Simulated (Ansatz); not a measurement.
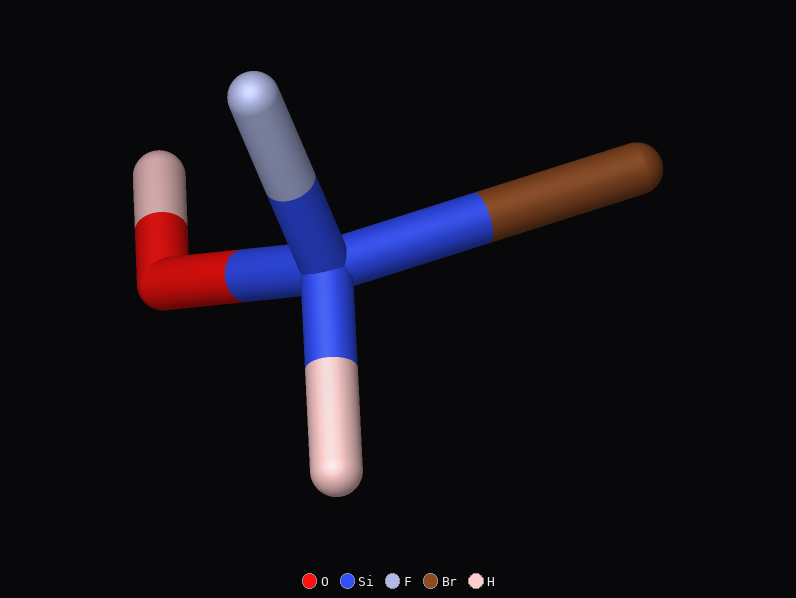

The computed structure is the end point of a PBE0-D4/def2-TZVP optimisation. No frequency run is at hand to confirm it as a minimum.

Give the structural formula.

SMILES: O[Si@H](F)Br

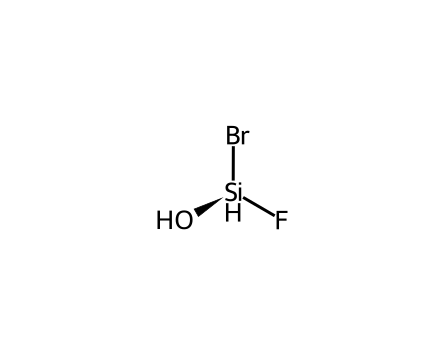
